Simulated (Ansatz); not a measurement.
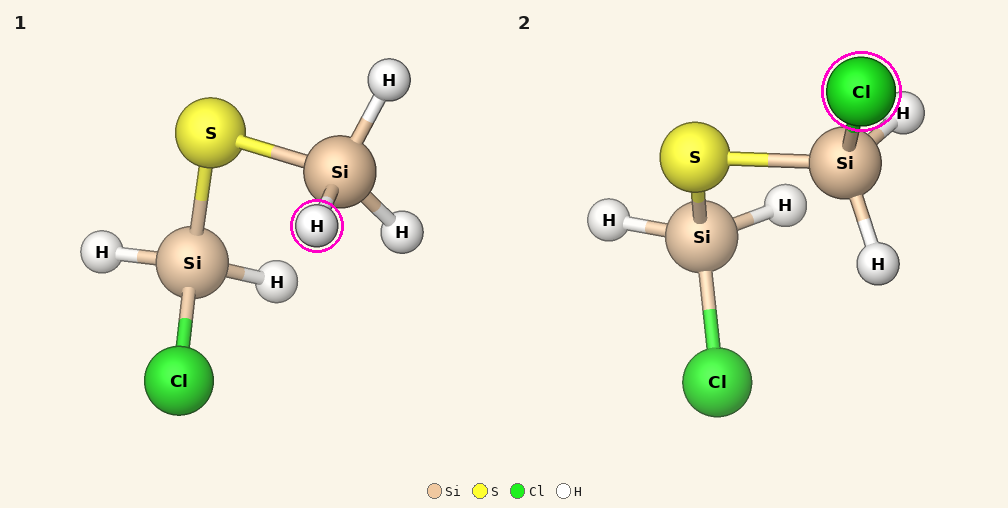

2 molecules with one skeleton, seen from the same side and at one scale; the atom that differs is circled. Charge 0, singlet. Computed geometries: PBE0-D4/def2-TZVP optimisations, one conformation each. Properties computed with Ansatz 0.2.0.

One atom differs, called X below: H in panel 1, Cl in panel 2. Their formulas are ClH5SSi2 (`[SiH3]S[SiH2]Cl`), Cl2H4SSi2 (`Cl[SiH2]S[SiH2]Cl`).

**In which is the dipole moment larger (ωB97M-V/def2-TZVPP)?**

In panel 2 (X = Cl).

**In which is the length of X–Si larger (PBE0-D4/def2-TZVP)?**

In panel 2 (X = Cl).

Give the values. With PBE0-D4/def2-TZVP: length of X–Si (Å), angle S–Si–X (°). With ωB97M-V/def2-TZVPP: dipole moment (D), HOMO energy (Kohn–Sham orbital) (eV), HOMO–LUMO gap (eV).

| quantity | 1 (H) | 2 (Cl) | 2 − 1 |
| --- | --- | --- | --- |
| length of X–Si (Å) | 1.482 | 2.044 | +0.562 |
| angle S–Si–X (°) | 110.9 | 106.7 | −4.2 |
| dipole moment (D) | 0.93 | 1.36 | +0.43 |
| HOMO energy (Kohn–Sham orbital) (eV) | −9.98 | −10.22 | −0.24 |
| HOMO–LUMO gap (eV) | 11.51 | 11.38 | −0.13 |
